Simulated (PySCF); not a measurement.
C$_{2}$H$_{4}$IN, SMILES `C#N.CI`.

PySCF calculation, TPSS/def2-TZVP, gas phase; geometry: GFN2-xTB. Core potentials replace the inner electrons of I; spin–orbit coupling isn't included. GFN2-xTB bond lengths at metals and heavier atoms can be off by up to 0.1 Å and shapes distorted, which carries into these values.

Input

```python
import numpy as np
from pyscf import gto, scf, dft
from pyscf.scf import atom_ks, atom_hf
from scipy.linalg import block_diag
from pyscf.dispersion import dftd3

def solve(mol, dm0=None, hcore=None):
    mf = (dft.UKS if mol.spin else dft.RKS)(mol, xc='tpss')
    mf.grids.level = 3
    mf = mf.density_fit(auxbasis='def2-universal-jkfit')
    mf.conv_tol, mf.max_cycle = 1e-8, 80
    if hcore is not None:
        mf.get_hcore = lambda *args: hcore
    mf.kernel(dm0)
    if not mf.converged:
        mf = mf.newton().run(mf.mo_coeff, mf.mo_occ, max_cycle=30)
    assert mf.converged, 'SCF not converged'
    return mf

mol = gto.M(atom='''
C     -2.73668    -0.77648     0.01700
N     -3.01861     0.32615    -0.02389
H     -2.47356    -1.80043     0.05573
C     -0.03052     1.74899     0.01220
I      0.76742    -0.23572    -0.00203
H      0.28838     2.23158     0.92717
H      0.35636     2.27203    -0.85292
H     -1.11099     1.67165    -0.03024
''', basis='def2-tzvp', ecp={'I': 'def2-tzvp'}, charge=0, spin=0, verbose=4)
mol_a = gto.M(atom='''
C     -2.73668    -0.77648     0.01700
N     -3.01861     0.32615    -0.02389
H     -2.47356    -1.80043     0.05573
ghost-C     -0.03052     1.74899     0.01220
ghost-I      0.76742    -0.23572    -0.00203
ghost-H      0.28838     2.23158     0.92717
ghost-H      0.35636     2.27203    -0.85292
ghost-H     -1.11099     1.67165    -0.03024
''', basis='def2-tzvp', charge=0, spin=0, verbose=4)
mol_b = gto.M(atom='''
ghost-C     -2.73668    -0.77648     0.01700
ghost-N     -3.01861     0.32615    -0.02389
ghost-H     -2.47356    -1.80043     0.05573
C     -0.03052     1.74899     0.01220
I      0.76742    -0.23572    -0.00203
H      0.28838     2.23158     0.92717
H      0.35636     2.27203    -0.85292
H     -1.11099     1.67165    -0.03024
''', basis='def2-tzvp', ecp={'I': 'def2-tzvp'}, charge=0, spin=0, verbose=4)
ab, a, b = solve(mol), solve(mol_a), solve(mol_b)
e_int = ab.e_tot - a.e_tot - b.e_tot
print('counterpoise-corrected interaction energy / kcal/mol', e_int * 627.5095)
def disp(atoms, charge):
    m = gto.M(atom=atoms, charge=charge, basis='sto-3g', spin=None, unit='Bohr', verbose=0)
    return dftd3.DFTD3Dispersion(m, xc='tpss', version='d3bj').get_dispersion()['energy']
e_disp = disp(mol._atom, mol.charge) - disp(mol._atom[:3], mol_a.charge) - disp(mol._atom[3:], mol_b.charge)
print('D3(BJ) part / kcal/mol', e_disp * 627.5095)
# spherically averaged free atoms, for the promolecule
atom_ks.AtomSphAverageRKS.init_guess_by_vsap = lambda self, mol=None: self.init_guess_by_minao(mol)  # core potentials
atm = atom_ks.get_atm_nrks(mol, xc='tpss')
pro = block_diag(*[(atm[a[0]][2] * atm[a[0]][3]) @ atm[a[0]][2].T for a in mol._atom])
np.savez('result.npz', e_int=e_int, e_disp=e_disp, dm_a=a.make_rdm1(), dm_b=b.make_rdm1(), c=ab.mo_coeff, occ=ab.mo_occ, eps=ab.mo_energy, pro=pro, d=[f.dip_moment(verbose=0) for f in (ab, a, b)])
```

Run with:

```sh
OMP_NUM_THREADS=1 python input.py
```

The run took 75 s on 1 thread of Intel(R) Xeon(R) 6975P-C (Granite Rapids), on a shared host, peak memory 0.67 GiB.

Partitions, critical points and surface values were worked out afterwards from this run's density.

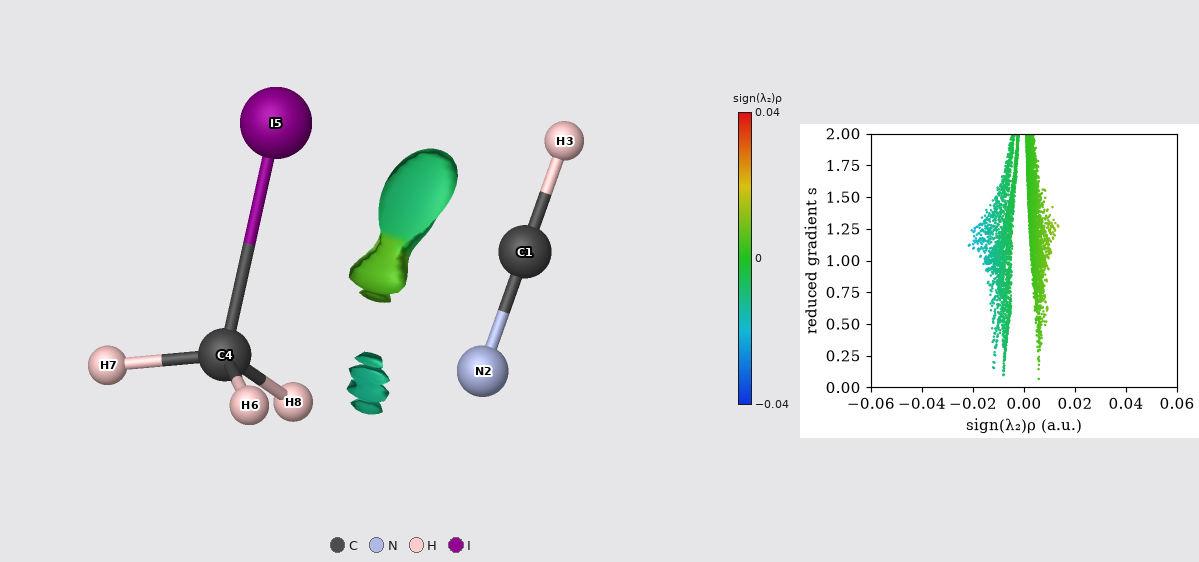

Non-covalent interaction surfaces between the fragments (reduced density gradient s = 0.4, coloured by sign(λ₂)ρ in a.u.; trimmed to the region between the fragments where ρ is under 0.06 a.u.). Fragment A: HCN (atoms 1–3); fragment B: H3CI. The plot gives s against sign(λ₂)ρ for grid points between the fragments.

Question: Interpret the surfaces between the fragments.

Answer: Bond critical points between the fragments: N2···H8, weak C–H hydrogen bond, 2.33 Å, ρ = 0.012 a.u.; C1···I5, 3.55 Å, ρ = 0.008 a.u. All are weak and appear green, as weak hydrogen bonds do. Several contacts close a ring, whose ring point adds a part with positive λ₂ between them. The pose is a local one from a semi-empirical search, not shown to be the most stable.

Question: How strongly are they bound?

Answer: The counterpoise-corrected interaction energy of the frozen fragments is −0.9 kcal/mol without dispersion correction and −2.8 kcal/mol with D3(BJ). The pair geometry is semi-empirical, not a minimum at this level.
